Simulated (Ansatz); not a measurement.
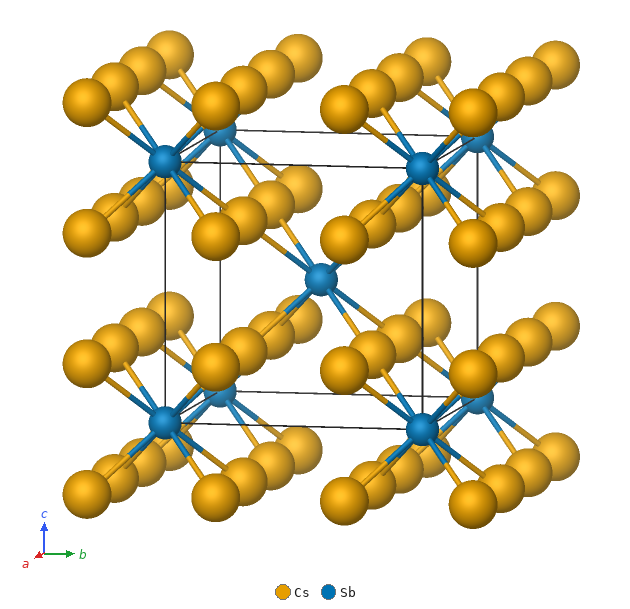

We look at a ball-and-stick model of the crystal slightly off an axis. The frame is the conventional unit cell; atoms at its boundary are shown with their periodic copies. Periodic images bonded to atoms of the box are shown as well.

Cs4Sb, space group Im-3m (No. 229), a = 9.211 Å, b = 9.211 Å, c = 9.211 Å, α = 90.00°, β = 90.00°, γ = 90.00°. The model was built from a structure type filled with these elements by a generator (whether the compound takes this form wasn't checked). Earlier steps of the study may have refined or changed the cell and positions. Ansatz was used for an electronic-structure calculation on it.

This one geometry was computed with Ansatz (DFT, plane waves, PAW) at four levels of theory: PBE, PBEsol, r2SCAN and PBE with spin-orbit coupling.

Q: How does the band gap change with the level of theory?

A: All levels give a metal.

Q: Collect the results in a table.

A:
| level | cutoff (eV) | k-mesh of the run's cell | gap (eV) | pressure (GPa) |
| --- | --- | --- | --- | --- |
| PBE | 420 | 6×6×6 | metal | 0.0 |
| PBEsol | 420 | 6×6×6 | metal | -0.4 |
| r2SCAN | 500 | 6×6×6 | metal | -0.1 |
| PBE with spin-orbit coupling | 420 | 6×6×6 | metal | 0.0 |

Gaps are taken on the k-mesh or band path of each run.
